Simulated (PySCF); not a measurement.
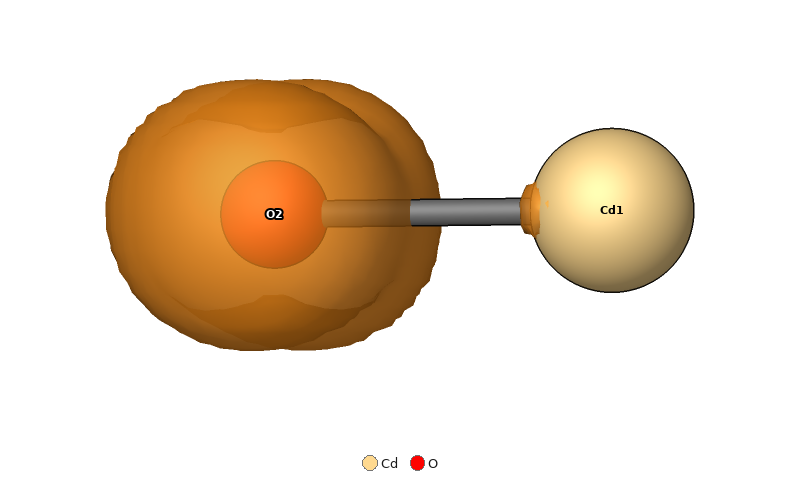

Figure 1: CdO (charge +1, doublet). Isosurface of the spin density at +0.04 e/Å³ (orange), seen from one side.

⟨S²⟩ = 0.84, above the pure value of 0.75; core potentials replace the inner electrons of Cd.

Method: PBE0/def2-SVPD, non-relativistic Hamiltonian with scalar-relativistic core potentials where named, at a bond length of 2.019 Å (PySCF 2.14.0).

```xyz
2

Cd    0.0000    0.0000   -0.2486
O     0.0000    0.0000    1.7704
```

### Where is the unpaired spin?

The unpaired spin (1 electron) lies mostly on O2 (about 1.2), in electrons by Hirshfeld's partition, with opposite, polarisation-induced spin on Cd1.
